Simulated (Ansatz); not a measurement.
# Run report: AlH2F2, geometry relaxation

- system: AlH2F2, multiplicity 2
- method: UKS BHLYP-D4/def2-SVP (Ansatz 0.2.0)

It belongs to a series of runs on one base structure; here: end point B relaxed.

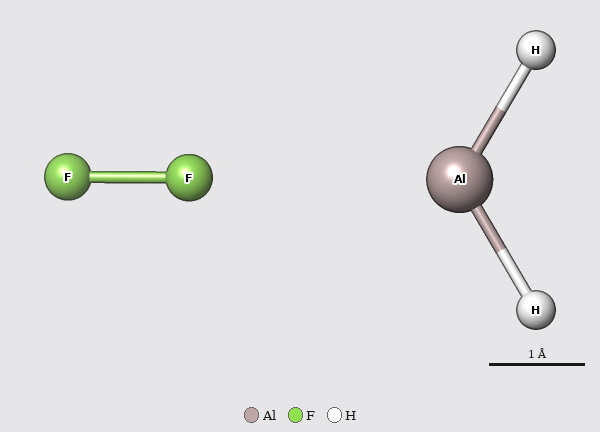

**Figure 1.** The structure as given in the input (ball-and-stick view, seen at a tilt). Sticks mark near contacts. Bond lengths as drawn: Al–H 1.59 Å and F–F 1.30 Å.

Input
```yaml
crystal:
  periodic: [false, false, false]
  atoms:
    - { symbol: Al, position_ang: [0.0, 0.0, -0.339086] }
    - { symbol: F, position_ang: [0.0, 0.0, 2.556639] }
    - { symbol: H, position_ang: [1.369115, 0.0, -1.155466] }
    - { symbol: H, position_ang: [-1.369115, 0.0, -1.155466] }
    - { symbol: F, position_ang: [0.0, 0.0, 3.853379] }
magnetization:
  spin_polarized: true
  initial_magnetization: 1
basis:
  gaussian: { orbitals: def2-SVP }
hamiltonian:
  xc: { name: BHLYP }
  dispersion: d4
relax:
  f_tol: 0.03
  max_steps: 50
```

Hardware: 1 thread of Arm Neoverse V1, 24 GiB of memory available, shared host.

Run as:
```bash
ansatz run input.yaml --threads 1 --pin off --max-ram 2048MiB --backend cpu --events-out ev --progress --plain --runs-dir out
```

Output
```
The last accepted step is kept in [file] (removed where the run ends without a failure and the disk answers)
Engine: ansatz 0.2.0, aarch64-unknown-linux-gnu
Functional definition: BHLYP
  parameter a = 0.5
  exchange = (1 - a)*b88_x + a*exact_x
  correlation = lyp_c
559 factors; integrals over basis functions are off by at most 5.3e-4 eV
mean field evaluation 1: about -12045.8702 eV, gradient 1.4e1 eV
mean field evaluation 2: about -12046.8855 eV, gradient 1.2e1 eV
mean field evaluation 4: about -12047.3408 eV, gradient 1.8e0 eV
mean field evaluation 8: about -12047.4029 eV, gradient 1.6e-1 eV
mean field evaluation 16: about -12047.4030 eV, gradient 1.0e-4 eV
mean field -12047.40300027 eV, -442.7338942368 hartree, gradient 2.7e-5 eV, S^2 0.753661; 0 other end points of the search recorded, 0 dependent functions left out
the calculation of the forces begins
reference -12047.40314492 eV, -442.7338995528 hartree; 17, 16 occupied and 39, 40 virtual orbitals, 559 factors
relax step   1: F+E_penalty+E_count = -12047.45560067 eV  Δ(F+E_penalty+E_count) = +0.000e0 eV  max|allowed force component| = 4.759e0 eV/Å  Δτ_max = 0.0000 Å  (36 SCF iters, accepted)
these checks for a lower state are left out or cut short: starts, cluster_reference, orbital_swaps, neighbouring_geometries, increment
559 factors; integrals over basis functions are off by at most 3.5e-4 eV
mean field -12047.58743117 eV, -442.7406719475 hartree, gradient 1.3e-5 eV, S^2 0.754406; 0 other end points of the search recorded, 0 dependent functions left out
the calculation of the forces begins
reference -12047.58757492 eV, -442.7406772300 hartree; 17, 16 occupied and 39, 40 virtual orbitals, 559 factors
relax step   2: F+E_penalty+E_count = -12047.63608606 eV  Δ(F+E_penalty+E_count) = -1.805e-1 eV  max|allowed force component| = 1.422e0 eV/Å  Δτ_max = 0.1946 Å  (44 SCF iters, accepted)
these checks for a lower state are left out or cut short: starts, cluster_reference, orbital_swaps, neighbouring_geometries, increment
559 factors; integrals over basis functions are off by at most 5.2e-4 eV
mean field evaluation 32: about -12047.6625 eV, gradient 1.4e-3 eV
mean field -12047.66250969 eV, -442.7434310321 hartree, gradient 4.0e-5 eV, S^2 0.765592; 0 other end points of the search recorded, 0 dependent functions left out
the calculation of the forces begins
reference -12047.66265379 eV, -442.7434363279 hartree; 17, 16 occupied and 39, 40 virtual orbitals, 559 factors
relax step   3: F+E_penalty+E_count = -12047.71418804 eV  Δ(F+E_penalty+E_count) = -7.810e-2 eV  max|allowed force component| = 1.930e0 eV/Å  Δτ_max = 0.1469 Å  (43 SCF iters, accepted)
these checks for a lower state are left out or cut short: starts, cluster_reference, orbital_swaps, neighbouring_geometries, increment
559 factors; integrals over basis functions are off by at most 7.7e-4 eV
mean field -12047.97933407 eV, -442.7550741133 hartree, gradient 3.0e-5 eV, S^2 0.792324; 0 other end points of the search recorded, 0 dependent functions left out
the calculation of the forces begins
reference -12047.97947829 eV, -442.7550794135 hartree; 17, 16 occupied and 39, 40 virtual orbitals, 559 factors
relax step   4: F+E_penalty+E_count = -12048.03451433 eV  Δ(F+E_penalty+E_count) = -3.203e-1 eV  max|allowed force component| = 5.857e0 eV/Å  Δτ_max = 0.1938 Å  (51 SCF iters, accepted)
these checks for a lower state are left out or cut short: starts, cluster_reference, orbital_swaps, neighbouring_geometries, increment
559 factors; integrals over basis functions are off by at most 6.1e-4 eV
mean field -12049.30662286 eV, -442.8038510766 hartree, gradient 6.1e-5 eV, S^2 0.766727; 0 other end points of the search recorded, 0 dependent functions left out
the calculation of the forces begins
reference -12049.30676280 eV, -442.8038562193 hartree; 17, 16 occupied and 39, 40 virtual orbitals, 559 factors
relax step   5: F+E_penalty+E_count = -12049.36138873 eV  Δ(F+E_penalty+E_count) = -1.327e0 eV  max|allowed force component| = 1.054e1 eV/Å  Δτ_max = 0.1945 Å  (46 SCF iters, accepted)
these checks for a lower state are left out or cut short: starts, cluster_reference, orbital_swaps, neighbouring_geometries, increment
561 factors; integrals over basis functions are off by at most 5.7e-4 eV
mean field -12051.44499288 eV, -442.8824347254 hartree, gradient 3.9e-5 eV, S^2 0.752884; 0 other end points of the search recorded, 0 dependent functions left out
the calculation of the forces begins
reference -12051.44513282 eV, -442.8824398683 hartree; 17, 16 occupied and 39, 40 virtual orbitals, 561 factors
relax step   6: F+E_penalty+E_count = -12051.49607509 eV  Δ(F+E_penalty+E_count) = -2.135e0 eV  max|allowed force component| = 7.809e0 eV/Å  Δτ_max = 0.1943 Å  (57 SCF iters, accepted)
these checks for a lower state are left out or cut short: starts, cluster_reference, orbital_swaps, neighbouring_geometries, increment
561 factors; integrals over basis functions are off by at most 4.7e-4 eV
mean field evaluation 64: about -12052.5551 eV, gradient 8.4e0 eV
mean field -12052.96920755 eV, -442.9384485816 hartree, gradient 2.5e-5 eV, S^2 0.751948; 0 other end points of the search recorded, 0 dependent functions left out
the calculation of the forces begins
reference -12052.96934656 eV, -442.9384536901 hartree; 17, 16 occupied and 39, 40 virtual orbitals, 561 factors
relax step   7: F+E_penalty+E_count = -12053.02094766 eV  Δ(F+E_penalty+E_count) = -1.525e0 eV  max|allowed force component| = 3.584e0 eV/Å  Δτ_max = 0.1955 Å  (51 SCF iters, accepted)
these checks for a lower state are left out or cut short: starts, cluster_reference, orbital_swaps, neighbouring_geometries, increment
561 factors; integrals over basis functions are off by at most 3.7e-4 eV
mean field -12053.21105520 eV, -442.9473363187 hartree, gradient 1.7e-5 eV, S^2 0.751601; 0 other end points of the search recorded, 0 dependent functions left out
the calculation of the forces begins
reference -12053.21119304 eV, -442.9473413843 hartree; 17, 16 occupied and 39, 40 virtual orbitals, 561 factors
relax step   8: F+E_penalty+E_count = -12053.26276789 eV  Δ(F+E_penalty+E_count) = -2.418e-1 eV  max|allowed force component| = 3.347e0 eV/Å  Δτ_max = 0.1947 Å  (55 SCF iters, accepted)
these checks for a lower state are left out or cut short: starts, cluster_reference, orbital_swaps, neighbouring_geometries, increment
561 factors; integrals over basis functions are off by at most 4.2e-4 eV
mean field -12053.36263052 eV, -442.9529066091 hartree, gradient 1.0e-5 eV, S^2 0.751529; 0 other end points of the search recorded, 0 dependent functions left out
the calculation of the forces begins
reference -12053.36277001 eV, -442.9529117350 hartree; 17, 16 occupied and 39, 40 virtual orbitals, 561 factors
relax step   9: F+E_penalty+E_count = -12053.41261336 eV  Δ(F+E_penalty+E_count) = -1.498e-1 eV  max|allowed force component| = 1.491e-1 eV/Å  Δτ_max = 0.0980 Å  (56 SCF iters, accepted)
these checks for a lower state are left out or cut short: starts, cluster_reference, orbital_swaps, neighbouring_geometries, increment
561 factors; integrals over basis functions are off by at most 4.2e-4 eV
mean field evaluation 96: about -12053.3708 eV, gradient 6.9e-3 eV
mean field -12053.37079235 eV, -442.9532065505 hartree, gradient 6.7e-6 eV, S^2 0.751474; 0 other end points of the search recorded, 0 dependent functions left out
the calculation of the forces begins
reference -12053.37093250 eV, -442.9532117010 hartree; 17, 16 occupied and 39, 40 virtual orbitals, 561 factors
relax step  10: F+E_penalty+E_count = -12053.42004693 eV  Δ(F+E_penalty+E_count) = -7.434e-3 eV  max|allowed force component| = 5.980e-2 eV/Å  Δτ_max = 0.0605 Å  (52 SCF iters, accepted)
these checks for a lower state are left out or cut short: starts, cluster_reference, orbital_swaps, neighbouring_geometries, increment
561 factors; integrals over basis functions are off by at most 4.2e-4 eV
mean field -12053.37241847 eV, -442.9532663095 hartree, gradient 4.8e-6 eV, S^2 0.751449; 0 other end points of the search recorded, 0 dependent functions left out
the calculation of the forces begins
reference -12053.37255887 eV, -442.9532714691 hartree; 17, 16 occupied and 39, 40 virtual orbitals, 561 factors
relax step  11: F+E_penalty+E_count = -12053.42129459 eV  Δ(F+E_penalty+E_count) = -1.248e-3 eV  max|allowed force component| = 1.537e-2 eV/Å  Δτ_max = 0.0367 Å  (51 SCF iters, accepted)
561 factors; integrals over basis functions are off by at most 4.2e-4 eV
mean field evaluation 128: about -12046.7743 eV, gradient 1.1e1 eV
```

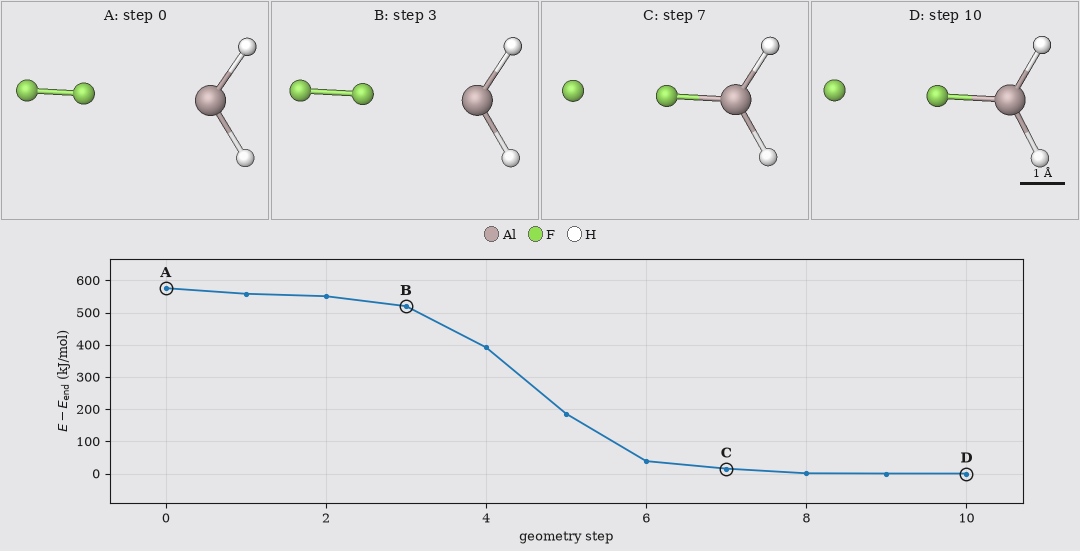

**Figure 2.** Frames of the relaxation (ball-and-stick view, seen at a tilt) above the curves, on which the letters mark them (the first geometry is step 0 here and step 1 in the log).

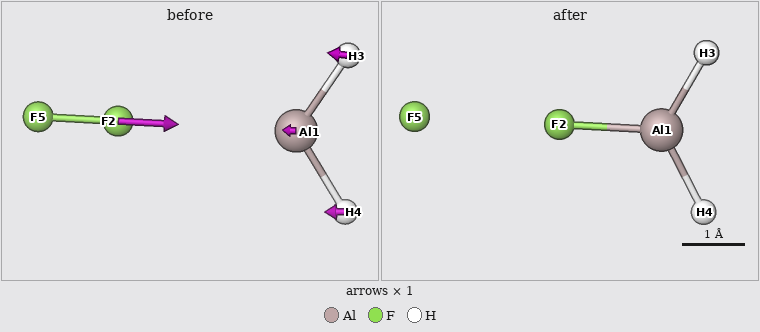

**Figure 3.** Before (left) and after (right) the relaxation, at one scale (ball-and-stick view, seen at a tilt). The pink arrows give the displacements, at true length. F2 moves most after the best rigid fit: 1.00 Å. By element the largest moves are F 1.00 Å, H 0.35 Å, Al 0.24 Å. Among the contacts that change: Al1–F2 2.896 → 1.659 Å, F2–F5 1.297 → 2.354 Å, Al1–H3 1.594 → 1.563 Å. New bonds form: Al1–F2 (2.90 → 1.66 Å). Bonds break: F2–F5 (1.30 → 2.35 Å). Among the angles that change: H3–Al1–H4 118.4° → 126.3°. After 10 geometry steps the energy has fallen by 575.6 kJ/mol. The largest force component goes from 4.8 to 0.015 eV/Å. (Atoms are counted from 1 in the order of the input.)

```
mean field -12053.37241847 eV, -442.9532663095 hartree, gradient 4.8e-6 eV, S^2 0.751449; 5 other end points of the search recorded, 0 dependent functions left out
the calculation of the forces begins
reference -12053.37255887 eV, -442.9532714691 hartree; 17, 16 occupied and 39, 40 virtual orbitals, 561 factors
Total energy: -12053.42143499 eV, -442.9550676335 hartree
Atom 0 at    -0.000000     0.000000    -0.099735 Å, force    -0.000000    -0.000000    -0.015373 eV/Å
Atom 1 at     0.000000    -0.000000     1.558843 Å, force     0.000000     0.000000    -0.000614 eV/Å
Atom 2 at     1.394699    -0.000000    -0.806002 Å, force     0.008788     0.000000     0.003313 eV/Å
Atom 3 at    -1.394699    -0.000000    -0.806002 Å, force    -0.008788     0.000000     0.003313 eV/Å
Atom 4 at    -0.000000    -0.000000     3.912895 Å, force    -0.000000    -0.000000     0.009361 eV/Å
Dipole moment:    -0.000000     0.000000    -0.357136 e Å
```

Trajectory as extended XYZ (Å, eV, eV/Å), 11 frames, from step=1 to step=11
```
5
Properties=species:S:1:pos:R:3:forces:R:3 step=1 energy=-12047.45560
Al    0.0000    0.0000   -0.3391    0.0000   0.0000  -0.1844
F     0.0000    0.0000    2.5566    0.0000   0.0000  -4.5982
H     1.3691    0.0000   -1.1555   -0.0168   0.0000   0.0117
H    -1.3691    0.0000   -1.1555    0.0168   0.0000   0.0117
F     0.0000    0.0000    3.8534    0.0000   0.0000   4.7592
5
Properties=species:S:1:pos:R:3:forces:R:3 step=2 energy=-12047.63609
Al    0.0000    0.0000   -0.4616    0.0000   0.0000   0.0600
F     0.0000    0.0000    2.6937    0.0000   0.0000  -1.4221
H     1.3768    0.0000   -1.2601   -0.0276   0.0000  -0.0017
H    -1.3768    0.0000   -1.2601    0.0276   0.0000  -0.0017
F     0.0000    0.0000    4.0480    0.0000   0.0000   1.3655
5
Properties=species:S:1:pos:R:3:forces:R:3 step=3 energy=-12047.71419
Al    0.0000    0.0000   -0.3689    0.0000   0.0000   0.1302
F     0.0000    0.0000    2.5468    0.0000   0.0000  -1.9295
H     1.3701    0.0000   -1.1755   -0.0089   0.0000   0.0773
H    -1.3701    0.0000   -1.1755    0.0089   0.0000   0.0773
F     0.0000    0.0000    3.9331    0.0000   0.0000   1.6448
5
Properties=species:S:1:pos:R:3:forces:R:3 step=4 energy=-12048.03451
Al    0.0000    0.0000   -0.2646    0.0000   0.0000   0.7376
F     0.0000    0.0000    2.3530    0.0000   0.0000  -5.8572
H     1.3780    0.0000   -1.0536   -0.0663   0.0000   0.2299
H    -1.3780    0.0000   -1.0536    0.0663   0.0000   0.2299
F     0.0000    0.0000    3.7789    0.0000   0.0000   4.6596
5
Properties=species:S:1:pos:R:3:forces:R:3 step=5 energy=-12049.36139
Al    0.0000    0.0000   -0.1689    0.0000   0.0000   2.4191
F     0.0000    0.0000    2.1585    0.0000   0.0000 -10.5409
H     1.3739    0.0000   -0.9580   -0.1169   0.0000   0.5345
H    -1.3739    0.0000   -0.9580    0.1169   0.0000   0.5345
F     0.0000    0.0000    3.6863    0.0000   0.0000   7.0529
5
Properties=species:S:1:pos:R:3:forces:R:3 step=6 energy=-12051.49607
Al    0.0000    0.0000   -0.0928    0.0000   0.0000   3.3372
F     0.0000    0.0000    1.9642    0.0000   0.0000  -7.8091
H     1.3636    0.0000   -0.9010   -0.1283   0.0000   0.5768
H    -1.3636    0.0000   -0.9010    0.1283   0.0000   0.5768
F     0.0000    0.0000    3.6905    0.0000   0.0000   3.3184
5
Properties=species:S:1:pos:R:3:forces:R:3 step=7 energy=-12053.02095
Al    0.0000    0.0000    0.0095    0.0000   0.0000   1.0369
F     0.0000    0.0000    1.7687    0.0000   0.0000  -3.5844
H     1.3456    0.0000   -0.8656   -0.2362   0.0000   0.6929
H    -1.3456    0.0000   -0.8656    0.2362   0.0000   0.6929
F     0.0000    0.0000    3.7131    0.0000   0.0000   1.1618
5
Properties=species:S:1:pos:R:3:forces:R:3 step=8 energy=-12053.26277
Al    0.0000    0.0000   -0.0036    0.0000   0.0000  -3.3474
F     0.0000    0.0000    1.5740    0.0000   0.0000   2.7748
H     1.3691    0.0000   -0.7641    0.0606   0.0000   0.1059
H    -1.3691    0.0000   -0.7641   -0.0606   0.0000   0.1059
F     0.0000    0.0000    3.7178    0.0000   0.0000   0.3609
5
Properties=species:S:1:pos:R:3:forces:R:3 step=9 energy=-12053.41261
Al    0.0000    0.0000   -0.0756    0.0000   0.0000  -0.0818
F     0.0000    0.0000    1.5825    0.0000   0.0000  -0.0962
H     1.3966    0.0000   -0.7814   -0.0143   0.0000   0.0145
H    -1.3966    0.0000   -0.7814    0.0143   0.0000   0.0145
F     0.0000    0.0000    3.8158    0.0000   0.0000   0.1491
5
Properties=species:S:1:pos:R:3:forces:R:3 step=10 energy=-12053.42005
Al    0.0000    0.0000   -0.0942    0.0000   0.0000   0.0357
F     0.0000    0.0000    1.5655    0.0000   0.0000  -0.0598
H     1.3977    0.0000   -0.7938    0.0043   0.0000  -0.0123
H    -1.3977    0.0000   -0.7938   -0.0043   0.0000  -0.0123
F     0.0000    0.0000    3.8762    0.0000   0.0000   0.0487
5
Properties=species:S:1:pos:R:3:forces:R:3 step=11 energy=-12053.42130
Al    0.0000    0.0000   -0.0997    0.0000   0.0000  -0.0154
F     0.0000    0.0000    1.5588    0.0000   0.0000  -0.0006
H     1.3947    0.0000   -0.8060    0.0088   0.0000   0.0033
H    -1.3947    0.0000   -0.8060   -0.0088   0.0000   0.0033
F     0.0000    0.0000    3.9129    0.0000   0.0000   0.0094
```

Results in brief

| quantity | value |
| --- | --- |
| outcome | converged |
| total energy | −12053.4214 eV |
| mean-field energy | −12053.3726 eV |
| ⟨S²⟩ | 0.751 |
| largest force (length of the vector) at the end | 0.015 eV/Å |
| wall time | 35 s |
| peak memory | 0.14 GiB |
